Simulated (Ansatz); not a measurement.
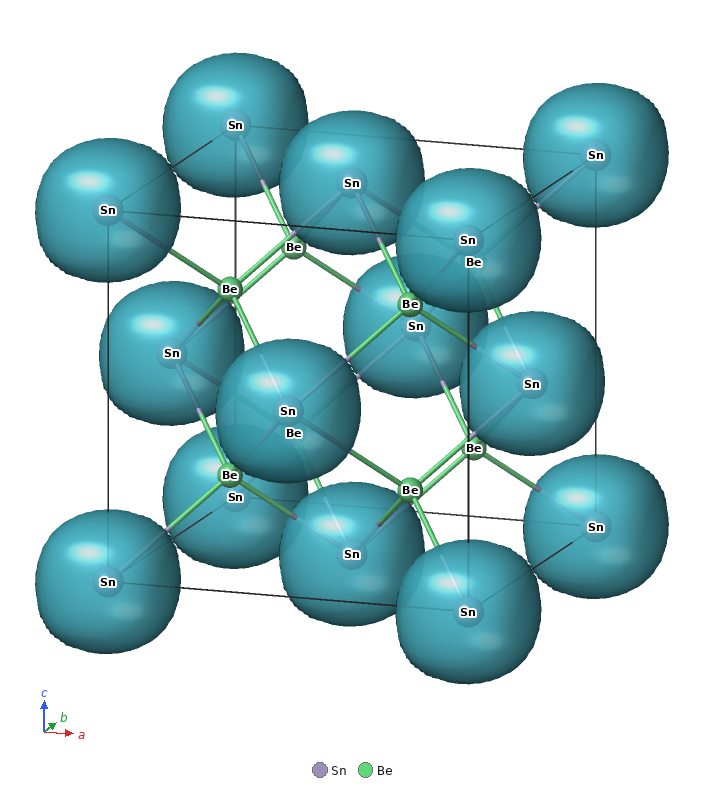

Figure 1: Be2Sn. Isosurface of the valence charge density (pseudo) at 0.4 e/Å³ (cyan), seen slightly off an axis. Sticks mark near contacts.

Space group Fm-3m; started from the antifluorite prototype, which need not be the ambient phase.

Theory: DFT, HSE06, plane waves, PAW (Ansatz).

In a PAW calculation such maps are meaningful between the atoms, not at the nuclei.

What does this surface tell about the bonding?

At this value the density breaks into separate islands; it holds about 60 % of the electrons treated as valence (semicore included). It bridges none of the near contacts. It is pinched off along the shortest Be–Sn (2.51 Å) contacts. On the grid the lowest density along these lines, outside the cores, is 0.26 e/Å³ (Be–Sn, 2.51 Å).
